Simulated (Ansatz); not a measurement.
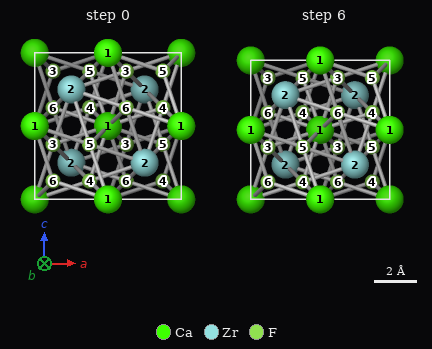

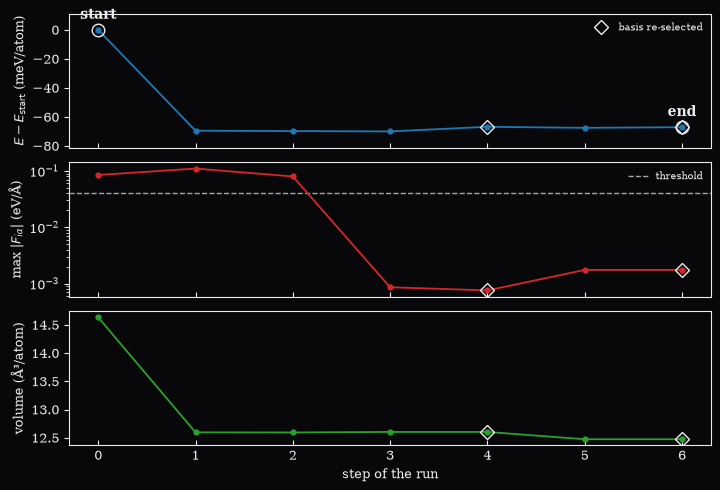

First and last geometry of a relaxation of a crystal of CaZrF₄ (a generated structure, set up in F-43m) (coarse preliminary run), with the history of the run. Style: ball-and-stick. Shown: the conventional cell (4 times the calculation's cell), along the b axis. Lengths and directions refer to the drawn axes.

Computed with DFT PBE, scalar-relativistic, plane waves, PAW in Ansatz. Settings: plane-wave cutoff 420 eV; k-point mesh 4 × 4 × 4; occupations gaussian; smearing width 0.1 eV; no spin polarisation; cell and atoms relaxed; force threshold 0.04 eV/Å; at most 70 steps.

What do the curves and the structures tell?

It converged. Over 4 accepted moves (6 points after the start) the energy falls by 67.0 meV per atom. The largest force component goes from 0.085 to 0.0018 eV/Å. Pressure: −8.72 GPa at the start and 0.10 GPa at the end. The SCF was repeated twice at an unchanged geometry on a basis and grid sized afresh for the cell, which shifted the energy by 3.2 meV per atom at most. The largest moves relative to the cell, 0.008 Å, are those of F3, F4, F5 and F6. F5 goes along [1 −1 1]. Zr and Ca stay in place. The volume changes by −14.8 %, with a = b = c 7.055 → 6.690 Å (−5.2 %). Near-neighbour distances that change, for instance: Ca1–Zr2 3.055 → 2.897 Å, Zr2–F3 2.925 → 2.772 Å, Ca1–F3 2.925 → 2.775 Å. The space group stays F-43m (No. 216). The run took 17 s on 1 thread of Arm Neoverse V1, on a shared host, peak memory 0.33 GiB.
